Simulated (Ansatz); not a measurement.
**A workflow on CH3BFN (SMILES BN=CF)**

Aim: a series of 18 runs (HF/STO-3G, UHF/STO-3G, HF/3-21G, UHF/3-21G, HF/6-31G*, UHF/6-31G*, B3LYP/6-31G*, PBE/def2-SVP, and more) of CH3BFN. 

The calculation is run with Ansatz 0.2.0.

## 1. The structure to begin with

CH3BFN: 7 atoms, total charge 0, spin state singlet. As SMILES, `BN=CF`. The shape is that of a PBE0-D4/def2-TZVP optimisation. The run starts from this shape.

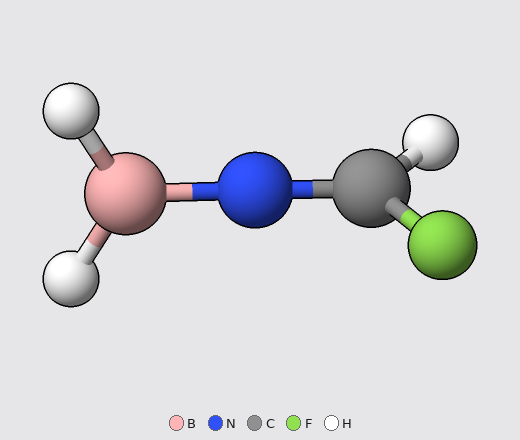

Viewed from a chosen angle; boron pink, nitrogen blue, carbon grey, fluorine green, hydrogen white.

## 2. A structure relaxation at HF/STO-3G (start density atoms) (run 1)

job.yaml reads:

```yaml
crystal:
  periodic: [false, false, false]
  atoms:
    - {symbol: B, position_ang: [-0.480500, 1.089800, 0.570900]}
    - {symbol: "N", position_ang: [0.018600, -0.008400, -0.066500]}
    - {symbol: C, position_ang: [0.466800, -1.006900, -0.611700]}
    - {symbol: F, position_ang: [0.739900, -2.132000, 0.060700]}
    - {symbol: H, position_ang: [0.284400, 1.897100, 1.009900]}
    - {symbol: H, position_ang: [-1.666300, 1.214200, 0.659800]}
    - {symbol: H, position_ang: [0.698200, -1.122000, -1.669000]}
basis:
  gaussian:
    orbitals: STO-3G
relax:
  f_tol: 0.002
hamiltonian:
  xc: hf
output:
  orbitals: {seedname: orbitals}
```

On the command line:

```console
$ ansatz run job.yaml --threads 1 --pin off --max-ram 3480MiB --events-out events.jsonl --progress --plain --runs-dir runs
```

The log of the run:

```text
Warning: RAYON_NUM_THREADS=1 ignored (pool sized by the plan → 1); use --threads N
The last accepted step is kept in runs//last_step.txt (removed where the run ends without a failure and the disk answers)
[... 74 lines left out ...]
Total energy: -5858.21986251 eV, -215.2856091030 hartree
[... 7 lines left out ...]
Dipole moment:     0.087194    -0.118334    -0.254301 e Å
```

Wall time 7.2 s (1 thread of Arm Neoverse V2, shared host); peak memory 0.12 GiB.

Steps, from the record of the run:

```csv
step,energy from the first frame kept (eV),largest force (eV/Å)
1,0.0000,2.4730
2,-0.0761,0.1867
3,-0.0490,0.7838
4,-0.0788,0.1098
5,-0.0783,0.1571
6,-0.0790,0.0329
7,-0.0790,0.0094
8,-0.0790,0.0149
9,-0.0790,0.0213
10,-0.0790,0.0011
```

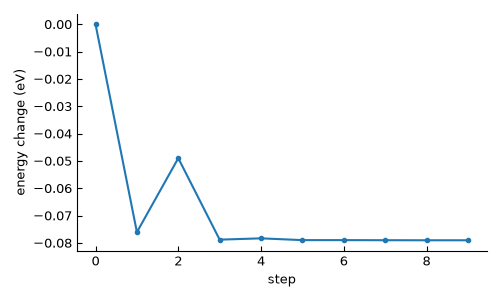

Energy along the run.

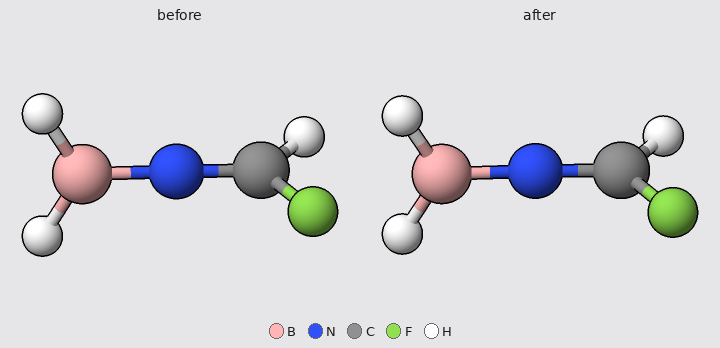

Before and after, at one scale.

After the run. Bond lengths: B1–N2 1.355 Å, N2–C3 1.241 Å, C3–F4 1.353 Å, B1–H5 1.162 Å, B1–H6 1.162 Å, C3–H7 1.102 Å. Angles: B1–N2–C3 177.4°, N2–C3–F4 122.7°, N2–B1–H5 119.4°, N2–B1–H6 119.4°, N2–C3–H7 124.3°, F4–C3–H7 113.0°, H5–B1–H6 121.2°.

## 3. The harmonic vibrations at HF/STO-3G (start density atoms) (run 2)

job.yaml reads:

```yaml
crystal:
  periodic: [false, false, false]
  atoms:
    - {symbol: B, position_ang: [-0.480740, 1.091445, 0.569942]}
    - {symbol: "N", position_ang: [0.015236, 0.005317, -0.071678]}
    - {symbol: C, position_ang: [0.470014, -1.016603, -0.609992]}
    - {symbol: F, position_ang: [0.741561, -2.146955, 0.081805]}
    - {symbol: H, position_ang: [0.252684, 1.881696, 1.004019]}
    - {symbol: H, position_ang: [-1.631790, 1.221386, 0.664988]}
    - {symbol: H, position_ang: [0.694135, -1.104486, -1.684984]}
basis:
  gaussian:
    orbitals: STO-3G
hamiltonian:
  xc: hf
phonons:
  temperatures: {t_min: 298.15, t_max: 298.15, t_step: 1}
```

On the command line:

```console
$ ansatz run job.yaml --threads 1 --pin off --max-ram 3480MiB --events-out events.jsonl --progress --plain --runs-dir runs
```

The log of the run:

```text
Warning: RAYON_NUM_THREADS=1 ignored (pool sized by the plan → 1); use --threads N
[... 232 lines left out ...]
Total energy: -5858.21986237 eV, -215.2856090981 hartree
[... 7 lines left out ...]
Dipole moment:     0.087194    -0.118334    -0.254301 e Å
Vibrations: 122.90 308.12 591.81 653.71 1054.04 1116.19 1164.50 1181.33 1356.03 1517.22 1680.88 2241.92 3170.49 3312.31 3604.98 cm⁻¹, zero-point energy 1.430557 eV
```

Run time: 7.8 s. Hardware: 1 thread of Arm Neoverse V2, shared host; peak memory 0.08 GiB.

Runs 3 to 13 aren't shown in full; the table further down has their settings and results.

## 4. Vibrational wavenumbers at B3LYP/6-31G(d) (Cartesian functions, start density atoms) (run 14)

run.yaml reads:

```yaml
basis:
  gaussian:
    orbitals: "6-31G*"
crystal:
  periodic: [false, false, false]
  atoms:
    - symbol: B
      position_ang: [-0.483193, 1.095902, 0.574820]
    - symbol: "N"
      position_ang: [0.018130, 0.000741, -0.079179]
    - symbol: C
      position_ang: [0.469325, -1.011181, -0.616681]
    - symbol: F
      position_ang: [0.743853, -2.144434, 0.063826]
    - symbol: H
      position_ang: [0.279622, 1.903200, 1.018128]
    - symbol: H
      position_ang: [-1.668937, 1.220606, 0.667481]
    - symbol: H
      position_ang: [0.702300, -1.133035, -1.674295]
hamiltonian:
  xc: {name: B3LYP}
phonons:
  temperatures: {t_min: 298.15, t_max: 298.15, t_step: 1}
```

On the command line:

```console
$ ansatz run run.yaml --threads 1 --pin off --max-ram 3480MiB --events-out events.jsonl --progress --plain --runs-dir runs
```

The log of the run:

```text
Warning: RAYON_NUM_THREADS=1 ignored (pool sized by the plan → 1); use --threads N
[... 234 lines left out ...]
Total energy: -5968.98399599 eV, -219.3561159300 hartree
[... 7 lines left out ...]
Dipole moment:     0.080806    -0.075191    -0.302707 e Å
Vibrations: 111.39 272.34 516.28 605.62 936.08 947.29 984.30 1025.89 1142.37 1278.43 1428.77 1988.93 2616.04 2695.54 3180.71 cm⁻¹, zero-point energy 1.223104 eV
```

Run time: 48 s. Hardware: 1 thread of Arm Neoverse V2, shared host; peak memory 0.12 GiB.

Runs 15 to 17 aren't shown in full; the table further down has their settings and results.

## 5. Vibrational wavenumbers at MP2/6-31G(d) (Cartesian functions, start density atoms) (run 18)

molecule.yaml reads:

```yaml
crystal:
  periodic: [false, false, false]
  atoms:
    - {symbol: B, position_ang: [-0.488006, 1.100085, 0.582653]}
    - {symbol: N, position_ang: [0.018168, 0.017443, -0.107972]}
    - {symbol: C, position_ang: [0.472717, -1.007716, -0.629285]}
    - {symbol: F, position_ang: [0.735846, -2.138658, 0.074825]}
    - {symbol: H, position_ang: [0.276363, 1.894706, 1.038426]}
    - {symbol: H, position_ang: [-1.671859, 1.215351, 0.675474]}
    - {symbol: H, position_ang: [0.717872, -1.149411, -1.680021]}
basis:
  gaussian:
    orbitals: "6-31G*"
phonons:
  temperatures: {t_min: 298.15, t_max: 298.15, t_step: 1}
correlation:
  method: mp2
```

On the command line:

```console
$ ansatz run molecule.yaml --threads 1 --pin off --max-ram 3480MiB --events-out events.jsonl --progress --plain --runs-dir runs
```

The log of the run:

```text
Warning: RAYON_NUM_THREADS=1 ignored (pool sized by the plan → 1); use --threads N
[... 41 lines left out ...]
4 core orbitals not correlated: weight in the atoms' cores, before any rotation towards them, 1.000 or more for the frozen orbitals, at most 0.000 for the correlated occupied ones
[... 72 lines left out ...]
4 core orbitals not correlated: weight in the atoms' cores, before any rotation towards them, 1.000 or more for the frozen orbitals, at most 0.000 for the correlated occupied ones
[... 72 lines left out ...]
4 core orbitals not correlated: weight in the atoms' cores, before any rotation towards them, 1.000 or more for the frozen orbitals, at most 0.000 for the correlated occupied ones
[... 71 lines left out ...]
4 core orbitals not correlated: weight in the atoms' cores, before any rotation towards them, 1.000 or more for the frozen orbitals, at most 0.000 for the correlated occupied ones
[... 69 lines left out ...]
Dipole moment:     0.076378    -0.051883    -0.312862 e Å
[... 1 line left out ...]
Checks for a lower state left out: cluster_reference
```

Wall time 45 s (1 thread of Arm Neoverse V2, shared host); peak memory 0.13 GiB.

## 6. The series

```csv
run,level,task,walk f tol,partner,energy (Eh),dipole moment (D),wall time
1,HF/STO-3G (start density atoms),optimise,0.002,base,-215.285609,1.41,7.2 s
2,HF/STO-3G (start density atoms),frequencies,–,base,-215.285609,1.41,7.8 s
3,UHF/STO-3G (start density atoms),energy,–,cation,-214.994122,–,0.32 s
4,UHF/STO-3G (start density atoms),optimise,–,cation,-215.037525,–,15 s
5,HF/3-21G (start density atoms),optimise,0.002,base,-216.988817,1.79,7.8 s
6,HF/3-21G (start density atoms),frequencies,–,base,-216.988818,1.79,9.3 s
7,UHF/3-21G (start density atoms),energy,–,cation,-216.620515,–,0.8 s
8,UHF/3-21G (start density atoms),optimise,–,cation,-216.655153,–,18 s
9,"HF/6-31G* (Cartesian functions, start density atoms)",optimise,0.002,base,-218.184097,1.44,18 s
10,"HF/6-31G* (Cartesian functions, start density atoms)",frequencies,–,base,-218.184097,1.44,23 s
11,"UHF/6-31G* (Cartesian functions, start density atoms)",energy,–,cation,-217.823607,–,1.8 s
12,"UHF/6-31G* (Cartesian functions, start density atoms)",optimise,–,cation,-217.858957,–,29 s
13,"B3LYP/6-31G* (Cartesian functions, start density atoms)",optimise,0.002,base,-219.356116,1.55,19 s
14,"B3LYP/6-31G* (Cartesian functions, start density atoms)",frequencies,–,base,-219.356116,1.55,48 s
15,PBE/def2-SVP (start density atoms),optimise,0.002,base,-218.937983,1.61,18 s
16,PBE/def2-SVP (start density atoms),frequencies,–,base,-218.937983,1.61,32 s
17,"MP2/6-31G* (Cartesian functions, start density atoms)",optimise,0.002,base,-218.713072,1.57,23 s
18,"MP2/6-31G* (Cartesian functions, start density atoms)",frequencies,–,base,-218.713072,1.57,45 s
```

## 7. Summary of results

| quantity | value |
| --- | --- |
| run 18, MP2/6-31G*: total energy | -218.71307 Eh |
| run 18, MP2/6-31G*: dipole moment (correlated density) | 1.57 D |
| run 18, MP2/6-31G*: correlation energy (4 core orbitals frozen) | -531.5 mEh |
| run 18, MP2/6-31G*: largest force on an atom | 0.001 eV/Å |
| run 18, MP2/6-31G*: lowest harmonic wavenumber | 90 cm⁻¹ |
| run 18, MP2/6-31G*: highest harmonic wavenumber | 3242 cm⁻¹ |
| run 18, MP2/6-31G*: zero-point energy | 119.8 kJ/mol |
| vertical ionisation energy (to the doublet cation), HF/STO-3G | 7.932 eV |
| vertical ionisation energy (to the doublet cation), HF/3-21G | 10.022 eV |
| vertical ionisation energy (to the doublet cation), HF/6-31G* | 9.809 eV |
| adiabatic ionisation energy (to the doublet cation, no zero-point term), HF/STO-3G | 6.751 eV |
| adiabatic ionisation energy (to the doublet cation, no zero-point term), HF/3-21G | 9.079 eV |
| adiabatic ionisation energy (to the doublet cation, no zero-point term), HF/6-31G* | 8.848 eV |

At HF/STO-3G: removing an electron at fixed nuclei costs 7.93 eV (765 kJ/mol). In a minimal basis such a difference can be off by several eV, whatever the method. At HF/3-21G: the vertical ionisation energy comes to 10.02 eV (231 kcal/mol). At HF/6-31G*: the vertical ionisation energy comes to 9.81 eV (226 kcal/mol). At HF/STO-3G: the adiabatic ionisation energy (to the doublet cation, no zero-point term) is 6.75 eV (651 kJ/mol). Its partner is spin-contaminated (⟨S²⟩ = 0.91 against 0.75), so the difference is in doubt. Totals of different functionals can't be ranked against each other. In runs 1, 2, 3, 4 the basis is minimal, so the values are rough. Spin contamination of the reference: run 4 ⟨S²⟩ = 0.91, run 3 ⟨S²⟩ = 0.88. All runs together took 5.4 min, the longest 48 s.
